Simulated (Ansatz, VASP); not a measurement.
# GaP: VASP beside Ansatz, part 2 of 2

Wanted: the spread between two codes on one cell, functional and k mesh. The cell is taken from a series of VASP runs on this material, whose earlier steps may have relaxed, scaled or displaced it; both programs get it as it stands. Valence electrons are named where the data sets of a main pair hold unlike numbers.

VASP 6.6.1 and Ansatz 0.2.0.

So far: Set-up; Ansatz: band structure, PBE0; VASP: band structure, PBE0.

### 3. VASP: band structure, PBE0 (continued)

Level of this step: PBE0; plane waves and PAW (Ga_d, P) (VASP).

Numbers of over 12 decimals in the logs are rounded to 6 here.

Parts of OUTCAR (step 3):

```text
ion  position               nearest neighbor table
   1  0.000  0.000  0.000-   2 2.36   2 2.36   2 2.36   2 2.36
   2  0.750  0.750  0.750-   1 2.36   1 2.36   1 2.36   1 2.36

  LATTYP: Found a face centered cubic cell.
 ALAT       =     5.4505000000

 Subroutine GETGRP returns: Found 24 space group operations
 (whereof 24 operations were pure point group operations)

The static configuration has the point symmetry T_d .

 Found     10 irreducible k-points:

   k-points           NKPTS =     10   k-points in BZ     NKDIM =    125   number of bands    NBANDS=     15

   dimension x,y,z NGX =    24 NGY =   24 NGZ =   24
   dimension x,y,z NGXF=    48 NGYF=   48 NGZF=   48

   ENCUT  =  350.0 eV  25.72 Ry    5.07 a.u.   5.88  5.88  5.88*2*pi/ulx,y,z

   NELECT =      18.0000    total number of electrons

 k-points in reciprocal lattice and weights: Automatic mesh
   0.00000000  0.00000000  0.00000000       0.008
   0.20000000  0.00000000  0.00000000       0.064
   0.40000000  0.00000000  0.00000000       0.064
   0.20000000  0.20000000  0.00000000       0.048
   0.40000000  0.20000000  0.00000000       0.192
  -0.40000000  0.20000000  0.00000000       0.192
  -0.20000000  0.20000000  0.00000000       0.096
   0.40000000  0.40000000  0.00000000       0.048
  -0.40000000  0.40000000  0.00000000       0.096
  -0.40000000  0.40000000  0.20000000       0.192

  exchange ACFDT corr.  =         0.00000000  see jH, gK, PRB 81, 115126

 average (electrostatic) potential at core
       1 -57.9564       2 -79.4005

 E-fermi :   4.0218

 k-point     1 :       0.0000    0.0000    0.0000
  band No.  band energies     occupation
    ...
      5     -13.1385      2.00000
      6      -9.9833      2.00000
      7       3.8621      2.00000
      8       3.8621      2.00000
      9       3.8621      2.00000
     10       7.3482      0.00000
     11       9.3412      0.00000
     12       9.3412      0.00000
     13       9.3412      0.00000
     14      14.4284      0.00000
    ...

 k-point     2 :       0.2000    0.0000    0.0000
  band No.  band energies     occupation
    ...
      5     -13.1382      2.00000
      6      -9.4522      2.00000
      7       0.6484      2.00000
      8       3.3406      2.00000
      9       3.3406      2.00000
     10       7.7869      0.00000
     11      10.0961      0.00000
     12      10.0961      0.00000
     13      11.1293      0.00000
     14      14.5308      0.00000
    ...

 k-point     3 :       0.4000    0.0000    0.0000
  band No.  band energies     occupation
    ...
      5     -13.1344      2.00000
      6      -8.1202      2.00000
      7      -2.8112      2.00000
      8       2.7208      2.00000
      9       2.7208      2.00000
     10       7.1532      0.00000
     11      10.2649      0.00000
     12      10.2649      0.00000
     13      13.7757      0.00000
     14      15.8177      0.00000
    ...

  energy-cutoff  :      350.00
  volume of cell :       40.48
      direct lattice vectors                 reciprocal lattice vectors
     0.000000000  2.725250000  2.725250000    -0.183469406  0.183469406  0.183469406
     2.725250000  0.000000000  2.725250000     0.183469406 -0.183469406  0.183469406
     2.725250000  2.725250000  0.000000000     0.183469406  0.183469406 -0.183469406

 POSITION                                       TOTAL-FORCE (eV/Angst)
 -----------------------------------------------------------------------------------
      0.00000      0.00000      0.00000         0.000000      0.000000      0.000000
      4.08788      4.08788      4.08788        -0.000000     -0.000000     -0.000000
 -----------------------------------------------------------------------------------
    total drift:                               -0.000039     -0.000024     -0.000023

  FREE ENERGIE OF THE ION-ELECTRON SYSTEM (eV)
  ---------------------------------------------------
  free  energy   TOTEN  =       -11.6428113219 eV

  energy  without entropy=      -11.6428113219  energy(sigma->0) =      -11.64281132

 total charge
# of ion       s       p       d       tot
------------------------------------------
    1        0.820   0.853  10.028  11.701
    2        1.008   1.556   0.000   2.564
--------------------------------------------------
tot          1.828   2.409  10.028  14.265

[... 3 further parts left out ...]
```

The k-mesh is coarse for unscreened exact exchange, which converges slowly with it.

### 4. Differences

Known differences besides the potentials themselves: exact exchange at q = 0 is treated differently, which shows on coarse meshes; VASP keeps PBE cores, Ansatz makes them for the functional; the cutoff is 420 eV in Ansatz and 350 eV in VASP; VASP takes a coarser grid for exact exchange (PRECFOCK = Fast). Total energies have different zeros and are not compared.

The two programs side by side:

| quantity | Ansatz | VASP | difference |
| --- | --- | --- | --- |
| gap over the path points (eV) | 2.941 | 2.958 | -0.017 |

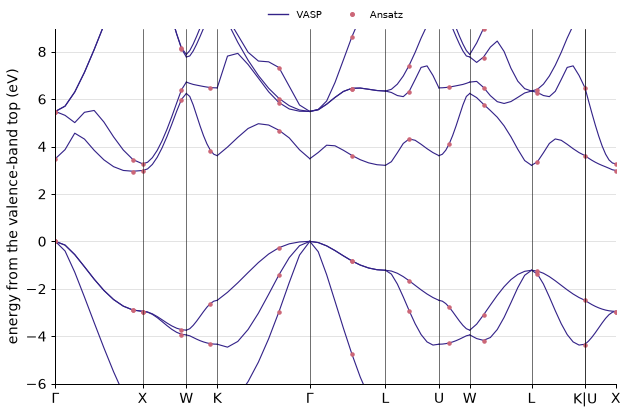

Bands from VASP (lines) and levels from Ansatz (dots). Dots without a line are higher empty bands that the VASP plot leaves out.

Levels at points of the path, from each program's valence-band top (eV; 3 filled, then empty):

| k (reciprocal lattice) | Ansatz | VASP |
| --- | --- | --- |
| 0.000 0.000 0.000 | 0.00 0.00 0.00 3.48 5.46 5.46 | 0.00 0.00 0.00 3.49 5.48 5.48 |
| 0.444 0.000 0.444 | -7.13 -2.90 -2.90 2.94 3.43 12.23 | -7.12 -2.90 -2.90 2.96 3.45 12.26 |
| 0.500 0.000 0.500 | -7.42 -2.96 -2.96 2.97 3.25 12.79 | -7.41 -2.95 -2.95 2.99 3.27 12.82 |
| 0.500 0.222 0.722 | -7.17 -3.93 -3.74 5.97 6.38 8.10 | -7.16 -3.92 -3.72 5.99 6.39 8.12 |
| 0.403 0.347 0.750 | -7.17 -4.33 -2.63 3.83 6.47 9.64 | -7.16 -4.31 -2.62 3.85 6.49 9.67 |
| 0.125 0.125 0.250 | -2.98 -1.43 -0.28 4.67 5.84 6.02 | -2.97 -1.41 -0.27 4.69 5.85 6.03 |
| 0.278 0.278 0.278 | -4.76 -0.83 -0.83 3.61 6.44 6.44 | -4.74 -0.82 -0.82 3.63 6.46 6.46 |
| 0.556 0.389 0.556 | -7.15 -2.94 -1.67 4.30 6.31 7.41 | -7.13 -2.93 -1.66 4.32 6.33 7.43 |
| 0.583 0.250 0.667 | -7.17 -4.30 -2.79 4.10 6.49 9.30 | -7.16 -4.28 -2.78 4.11 6.51 9.33 |
| 0.500 0.306 0.694 | -7.07 -4.19 -3.12 5.77 6.48 7.75 | -7.05 -4.17 -3.10 5.78 6.49 7.77 |

Among the levels compared at these points, filled levels agree within 19 meV and empty ones within 33 meV.

### 5. What came out

| Item | Value |
| --- | --- |
| largest difference of a filled level at the path points (band structure, PBE0) | 19 meV |

**Reading.** The largest difference of a filled level at the path points is 19 meV (band structure, PBE0), within the 80 meV picked in this series as the mark of a large difference. How closely two codes agree says nothing of how well the functional describes the real material.

[Lines on the potential files, build, host, timing and source positions are cut from VASP's logs without a mark.]

[Logs are printed without paths, hosts, clocks, repeated set-up lines and the standing remarks that a program may print on its own settings, such as how far it seeks lower states.]

[Hosts, paths, dates, database ids (printed as entryN), source tags and the programs' standing remarks are cut or masked in the printed files.]
